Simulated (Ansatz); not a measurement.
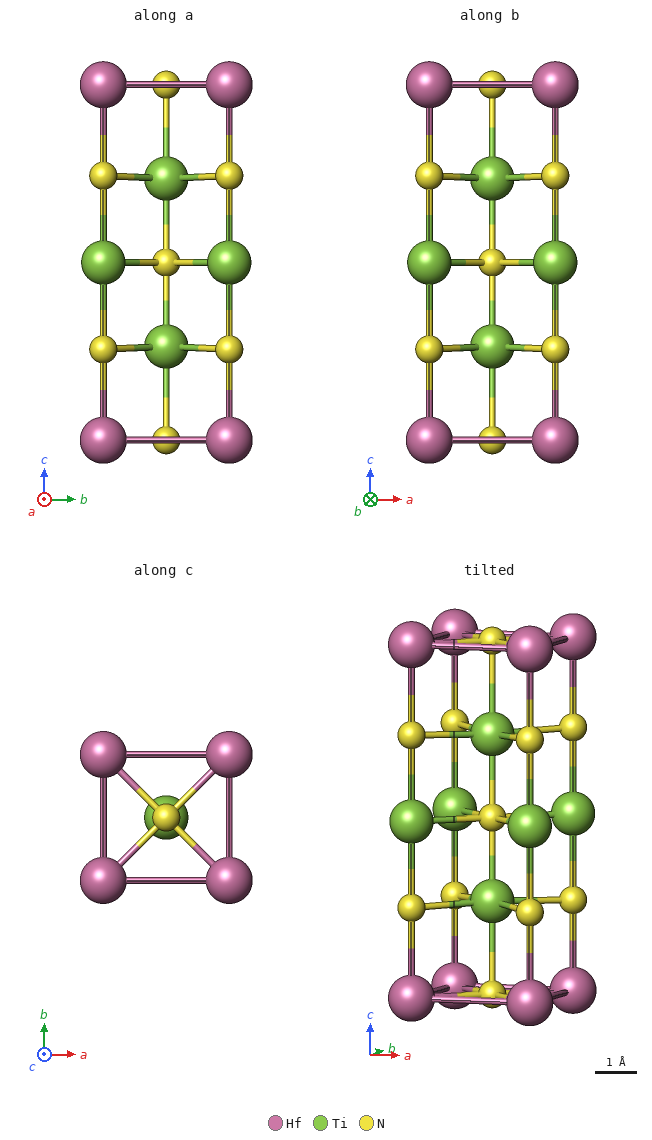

Ball-and-stick representation of a periodic structure, projected along the a axis, along the b axis, along the c axis and slightly off an axis. The conventional unit cell is outlined; an atom on or near a face, edge or corner is repeated at each equivalent position.

Lattice parameters: a = 3.0738 Å, b = 3.0738 Å, c = 8.6757 Å, α = 90.000°, β = 90.000°, γ = 90.000°.

Reconstruct the structure as a CIF in P1 with every atom of the cell, with free fractional coordinates to two decimals.

```cif
data_structure
_symmetry_space_group_name_H-M 'P 1'
_symmetry_Int_Tables_number 1
_cell_length_a 3.0738
_cell_length_b 3.0738
_cell_length_c 8.6757
_cell_angle_alpha 90.000
_cell_angle_beta 90.000
_cell_angle_gamma 90.000
_cell_volume 81.97
loop_
_atom_site_label
_atom_site_type_symbol
_atom_site_fract_x
_atom_site_fract_y
_atom_site_fract_z
_atom_site_occupancy
Hf1 Hf 0.00 0.00 0.00 1
Ti1 Ti 0.50 0.50 0.26 1
Ti2 Ti 0.00 0.00 0.50 1
Ti3 Ti 0.50 0.50 0.74 1
N1 N 0.00 0.00 0.26 1
N2 N 0.50 0.50 0.50 1
N3 N 0.00 0.00 0.74 1
N4 N 0.50 0.50 0.00 1
```

The initial geometry was a structure type filled with these elements by a generator (whether the compound takes this form wasn't checked). Earlier steps of the study, as a rule a relaxation of our own, may have changed the cell and positions, so they can lie some per cent off the listed ones. A calculation with Ansatz used it as input.
